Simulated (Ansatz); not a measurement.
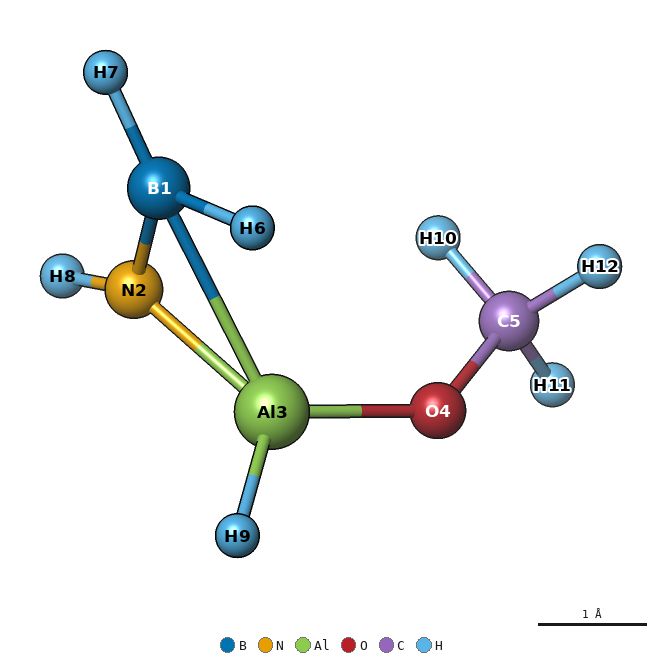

Atoms carry their numbers in the input. Computed geometry: PBE0-D4/def2-TZVP optimisation. No frequency run is at hand to confirm it as a minimum.

Which atoms are bonded, and how long are the bonds?

```
  bond  length (Å)
 B1–N2       1.376
B1–Al3       2.351
 B1–H6       1.245
 B1–H7       1.193
N2–Al3       1.818
 N2–H8       1.005
Al3–O4       1.686
Al3–H9       1.568
 O4–C5       1.395
C5–H10       1.098
C5–H11       1.095
C5–H12       1.096
```
